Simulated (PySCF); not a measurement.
**C₄H₁₀ClFSi: electronic excitations**

What electronic excitations should C₄H₁₀ClFSi (`C[Si](C)(F)CCCl`) show?

Programs: PySCF 2.14.0, with density-fitted response routines of our own. Each step states its level of theory. These are calculated values for one molecule in the gas phase, unless marked as measured. Atoms count from 0, in the outputs and in this text.

### 1 Starting geometry

17 atoms, charge 0, multiplicity 1; geometry from: GFN2-xTB.

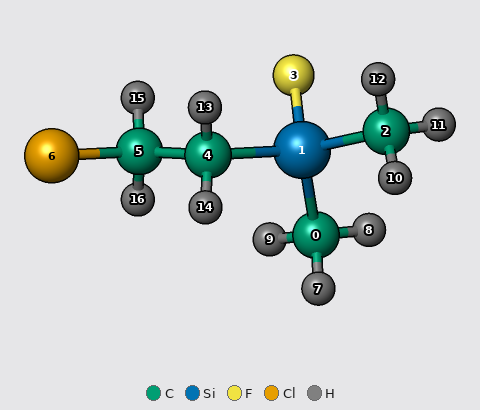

As it starts; carbon teal, silicon blue, fluorine yellow, chlorine amber, hydrogen grey, atoms numbered.

### 2 TDDFT and polarisability: wB97X-D/def2-SVPD

Job settings and geometry (Å):

```
{"job": {"kind": "uv", "xc": "wB97X-D", "basis": "def2-SVPD", "nstates": 8, "ntriplets": 3}, "charge": 0, "multiplicity": 1}
C     -0.982070     0.927781    -1.471007
Si    -0.560174    -0.358043    -0.142317
C     -1.986570    -0.716621     1.051372
F     -0.242026    -1.745045    -0.936358
C      1.051089     0.058881     0.794216
C      2.256714     0.032068    -0.119444
Cl     3.756678     0.420126     0.781919
H     -1.144803     1.912333    -1.043789
H     -1.884855     0.650542    -2.007728
H     -0.183234     1.012248    -2.202681
H     -2.245284     0.154715     1.643846
H     -2.876255    -1.020822     0.508741
H     -1.733528    -1.518973     1.738119
H      1.205287    -0.658207     1.601632
H      0.976465     1.041377     1.259953
H      2.405021    -0.955044    -0.554143
H      2.180549     0.774715    -0.912240
```

Method: TDDFT wB97X-D/def2-SVPD, vertical, gas phase, core orbitals frozen in the response.

Command:

```bash
$ OMP_NUM_THREADS=1 python probes_run.py task.json out
```

The driver reads the jobs from task.json and runs them one after another.

Standard output:

```text
coarse grid: 14880 points
cycle   1  E = -1007.3868845290  dE =  4.876e-01  |g| = 6.039e-01  |ddm| = 5.283e+00
cycle   2  E = -1007.3955471671  dE = -8.663e-03  |g| = 6.532e-01  |ddm| = 1.623e+00
cycle   3  E = -1007.4662261081  dE = -7.068e-02  |g| = 6.739e-02  |ddm| = 6.409e-01
cycle   4  E = -1007.4671087414  dE = -8.826e-04  |g| = 2.406e-02  |ddm| = 1.310e-01
cycle   5  E = -1007.4672589419  dE = -1.502e-04  |g| = 5.244e-03  |ddm| = 4.645e-02
cycle   6  E = -1007.4672662169  dE = -7.275e-06  |g| = 1.565e-03  |ddm| = 1.432e-02
final grid: 133832 points
cycle   7  E = -1007.5952883043  dE = -9.556e-05  |g| = 6.707e-03  |ddm| = 1.473e-01
cycle   8  E = -1007.5952891129  dE = -8.086e-07  |g| = 7.301e-03  |ddm| = 2.551e-02
cycle   9  E = -1007.5952976195  dE = -8.507e-06  |g| = 5.543e-04  |ddm| = 5.731e-03
cycle  10  E = -1007.5952977003  dE = -8.079e-08  |g| = 2.840e-04  |ddm| = 2.241e-03
cycle  11  E = -1007.5952977207  dE = -2.043e-08  |g| = 3.275e-05  |ddm| = 6.975e-04
cycle  12  E = -1007.5952977212  dE = -4.543e-10  |g| = 1.140e-05  |ddm| = 1.233e-04
converged SCF energy = -1007.5952977212

Static polarisability (au): isotropic 87.742, principal 73.378 83.794 106.054

Singlet excitations
state   eV       nm        f      main configurations
  1   7.3193    169.4   0.01724   H->L+1 0.42, H->L 0.35
  2   7.3659    168.3   0.00098   H-1->L+1 0.48, H-1->L 0.33
  3   8.2734    149.9   0.03252   H->L 0.38, H->L+3 0.20, H->L+1 0.11
  4   8.4183    147.3   0.15018   H-3->L+1 0.19, H->L+1 0.16, H-2->L+1 0.13
  5   8.4795    146.2   0.03067   H-1->L+3 0.45, H-1->L 0.22, H-1->L+2 0.10
  6   8.6540    143.3   0.08548   H-2->L 0.66, H->L+3 0.11
  7   8.6940    142.6   0.01530   H->L+3 0.23, H-3->L 0.23, H-3->L+1 0.12
  8   8.7477    141.7   0.04481   H-2->L+1 0.26, H-3->L 0.12, H-2->L+2 0.08

Triplet excitations (Tamm-Dancoff, eV): 6.6943 6.7399 7.8840
```

Run time: 76 s. Hardware: 1 thread of Arm Neoverse V1, shared host; peak memory 1 GiB.

The orbitals next to the gap, with their largest atomic shares:

| orbital | eV | atoms |
| --- | --- | --- |
| HOMO−3 | -10.99 | Cl6 27 %, C2 19 %, Si1 13 % |
| HOMO−2 | -10.86 | C0 29 %, Si1 17 %, C2 10 % |
| HOMO−1 | -10.31 | Cl6 77 %, C5 13 % |
| HOMO | -10.05 | Cl6 55 %, C4 17 %, Si1 8 % |
| LUMO | 1.87 | Si1 17 %, Cl6 16 %, C0 11 % |
| LUMO+1 | 2.22 | Cl6 29 %, C2 12 %, C5 12 % |
| LUMO+2 | 2.71 | C0 12 %, Cl6 12 %, C2 10 % |

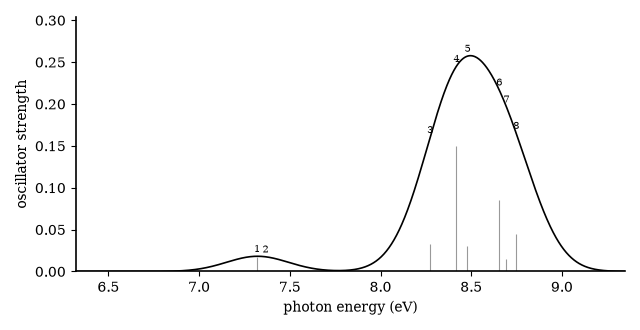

Absorption spectrum from the 8 singlet states computed; above the last one it falls off for lack of states. Lines are broadened to a width of 0.40 eV (Gaussian).

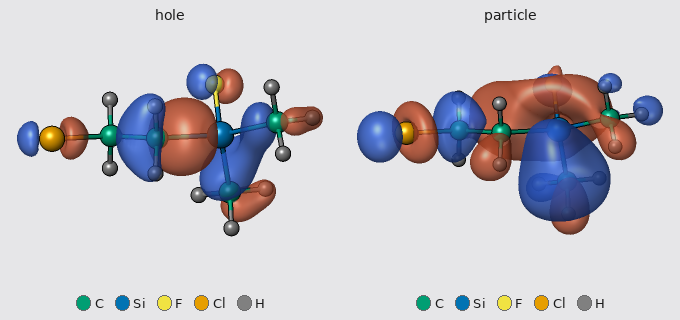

Leading natural transition orbitals of singlet state 4: the electron leaves the hole (left) for the particle orbital (right).

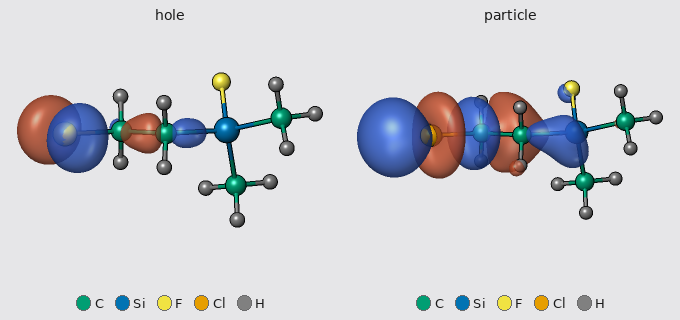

Leading natural transition orbitals of singlet state 1: the electron leaves the hole (left) for the particle orbital (right).

Further results of this job:

| property | computed |
| --- | --- |
| dipole moment (D) | 2.99 |
| polarisability (Å³) | 13.00 |
| HOMO–LUMO gap (eV) | 11.92 |
| −ε(HOMO) (eV) | 10.05 |

Orbitals, density, ELF and potential are computed afterwards from the orbital file.

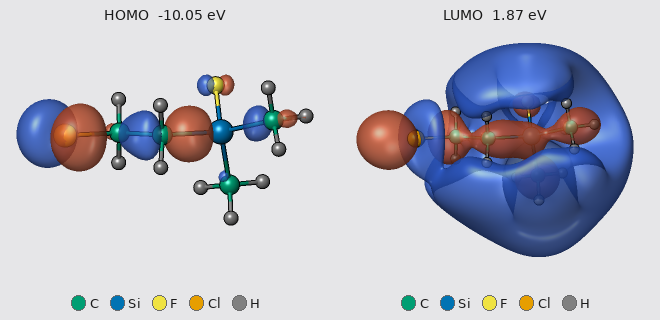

wB97X-D/def2-SVPD orbitals near the gap, drawn at the value that encloses 70 % of each; the two colours are the two signs.

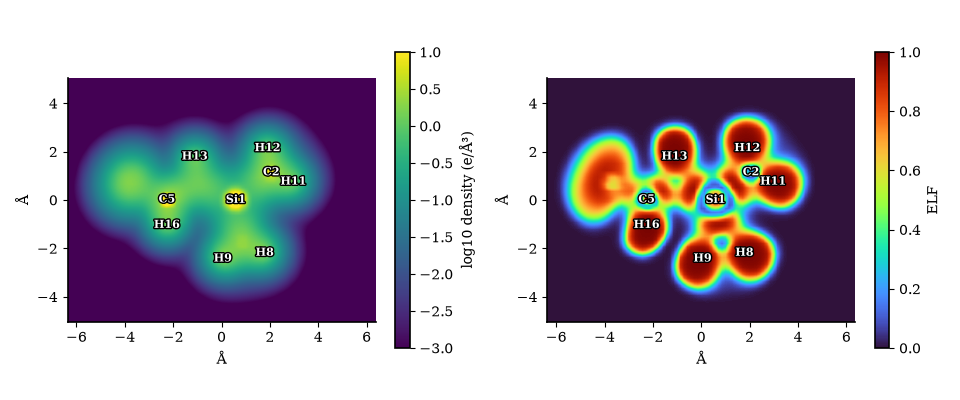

Density (left) and ELF (right) in a plane through or near 9 of the atoms.

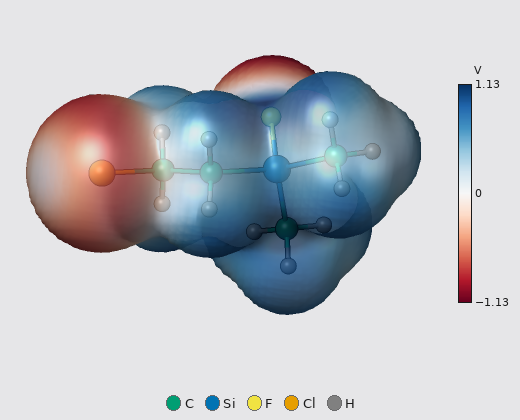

Electrostatic potential on the surface of density 0.002 e/bohr³; red is low, blue high. It runs from -1.06 V near F3 to 1.13 V near H7.

### 3 Results

| quantity | value |
| --- | --- |
| lowest singlet (wB97X-D/def2-SVPD) | 7.32 eV (169 nm), f = 0.017 |
| brightest single state of those computed | state 4, 8.42 eV, f = 0.150 |
| lowest triplet | 6.69 eV |
| surface potential, least and greatest | -1.06 V and 1.13 V |

**Reading.** The lowest singlet, at 7.32 eV, is HOMO→LUMO+1 0.42, HOMO→LUMO 0.35 and is weak; of the 8 states computed, the strongest absorption comes from state 4 at 8.42 eV. The lowest triplet lies 0.62 eV below the lowest singlet (triplets in Tamm-Dancoff, singlets in full TDDFT).
